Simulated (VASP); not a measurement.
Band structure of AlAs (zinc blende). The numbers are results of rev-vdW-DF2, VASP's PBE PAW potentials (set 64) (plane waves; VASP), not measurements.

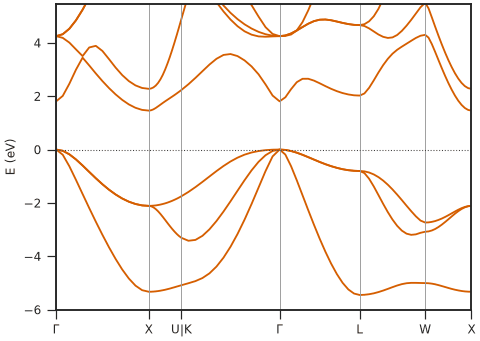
Fig. 1. Bands along high-symmetry lines, zero at the valence-band maximum or, without a gap, the Fermi level

Problem. Read the plot: is there a gap, and where are the band edges?

Solution. The gap is indirect, 1.46 eV, from the valence maximum at Γ to the conduction minimum at X. (Edges off the drawn lines would not show.)

Measured: gap 2.28 eV (computed value off by -0.82 eV), as given by Wei Chen et al., Physical Review Materials (2018), doi:10.1103/physrevmaterials.2.073803 [zero-point renormalisation of 0.04 eV added back (the table's ZPR column)].

The compound is AlAs in the zinc blende structure. It was relaxed first.
